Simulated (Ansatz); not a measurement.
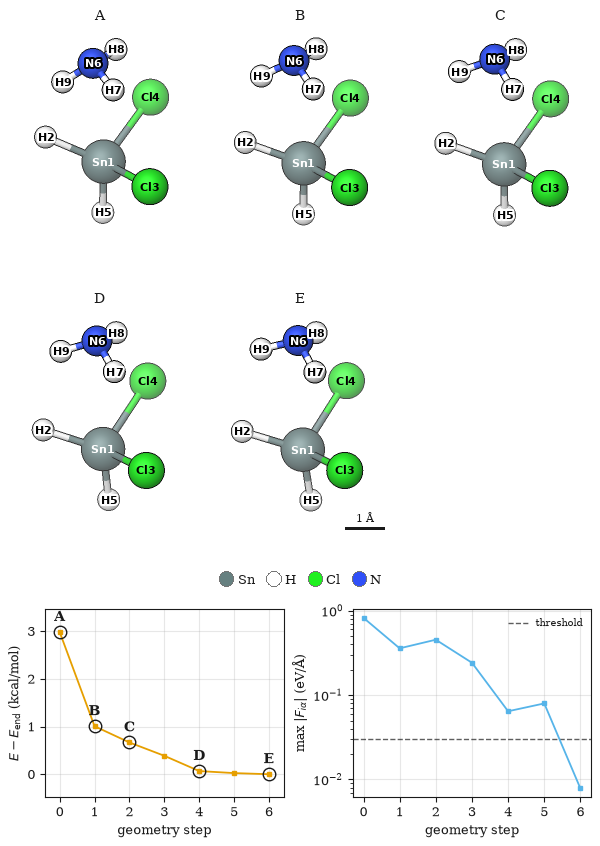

Frames of a relaxation of SnNH₅Cl₂, marked on the history of the run. The picture is a ball-and-stick view, seen from a free direction.

The run prepares an end point of a later path (reaction) calculation, from a guessed geometry.

These are results of RKS CAM-B3LYP-D4/def2-SVP in Ansatz, not measurements.

Input
```yaml
crystal:
  periodic: [false, false, false]
  atoms:
    - { symbol: Sn, position_ang: [-0.093784, -0.208379, -0.036114] }
    - { symbol: H, position_ang: [-0.065368, -0.04717, 1.682046] }
    - { symbol: Cl, position_ang: [2.10552, -0.31881, -0.834011] }
    - { symbol: Cl, position_ang: [-1.068156, 1.70725, -0.965439] }
    - { symbol: H, position_ang: [-0.918638, -1.546189, -0.683116] }
    - { symbol: "N", position_ang: [1.434249, 2.279208, 1.511006] }
    - { symbol: H, position_ang: [2.162686, 1.822251, 0.964583] }
    - { symbol: H, position_ang: [0.813963, 2.763306, 0.864138] }
    - { symbol: H, position_ang: [0.882828, 1.538234, 1.979207] }
basis:
  gaussian: { orbitals: def2-SVP }
hamiltonian:
  xc: cam_b3lyp
  dispersion: d4
relax:
  f_tol: 0.03
  max_steps: 50
```

Launched with:
```bash
ansatz run input.yaml --threads 4 --pin off --max-ram 5120MiB --backend cpu --events-out ev --progress --plain --runs-dir out
```

**What happens along the run?**

The atom that moves furthest after the best rigid fit is H9 (0.56 Å). By element the largest moves are H 0.56 Å, N 0.24 Å, Sn 0.17 Å, Cl 0.14 Å. Near-neighbour distances that change, for instance: Sn1–H2 1.726 → 1.695 Å, N6–H9 1.036 → 1.017 Å. Over 6 geometry steps the energy falls by 2.98 kcal/mol. The largest force component goes from 0.82 to 0.0078 eV/Å. The run took 15 s on 4 threads of Arm Neoverse V1 (shared host), peak memory 0.29 GiB. From step 0 to 1: H9 moves most (0.20 Å), energy −1.98 kcal/mol. From step 1 to 2: H9 moves most (0.16 Å), energy −0.34 kcal/mol. From step 2 to 4: H2 moves most (0.14 Å), energy −0.60 kcal/mol. From step 4 to 6: H9 moves most (0.08 Å), energy −0.07 kcal/mol.

```csv
step,"E − E(0), kcal/mol","largest force component, eV/Å"
0,0.00,0.8238
1,-1.98,0.3584
2,-2.32,0.4535
3,-2.60,0.2418
4,-2.92,0.0644
5,-2.96,0.0797
6,-2.98,0.0078
```
